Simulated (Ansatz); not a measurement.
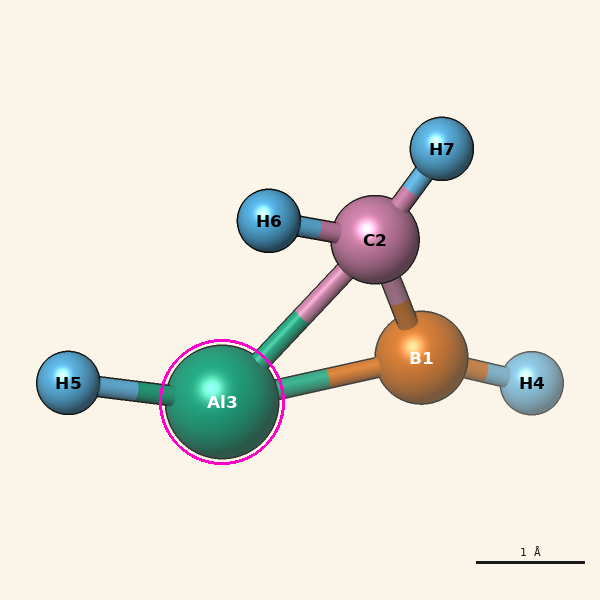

Orthographic view. Depth is shown by fading: the farther an atom, the more it takes the colour of the background. The computed structure is the end point of a PBE0-D4/def2-TZVP optimisation. No frequency run is at hand to confirm it as a minimum.

**Which atoms are bonded to the circled atom?**

The circled atom is Al3; it is bonded to B1, C2, H5.

**Which atom is farthest from the viewer?**

H4, 1.2 Å behind the mean position.

**Which two atoms are farthest apart in space?**

H4 and H5, 4.62 Å.
